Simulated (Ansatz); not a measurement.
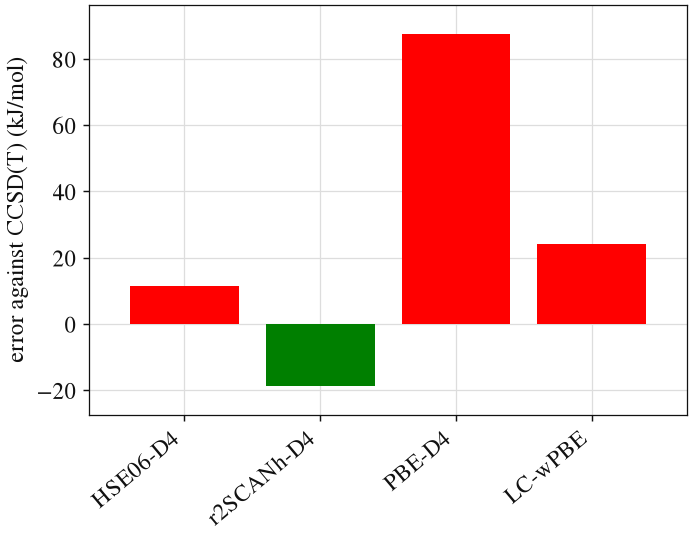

Error in the electronic atomisation energy (method less reference, so positive means overbinding) of NO, doublet: functionals in def2-TZVPP against frozen-core CCSD(T) at the limit (scheme: direct), which gives 631.7 kJ/mol, at a PBE0-D4/def2-TZVP geometry (a minimum by its frequencies), no zero-point or spin-orbit term, the Ansatz code. The reference leaves out core correlation, a term that grows with the number of heavy atoms. No dispersion term is added to LC-wPBE.

What range do the values span?

Answer. From −18.9 kJ/mol (r2SCANh-D4) to 87.6 kJ/mol (PBE-D4).

Give the values.

Answer.
```
     level  kJ/mol
  HSE06-D4    11.5
r2SCANh-D4   −18.9
    PBE-D4    87.6
   LC-wPBE    24.2
```
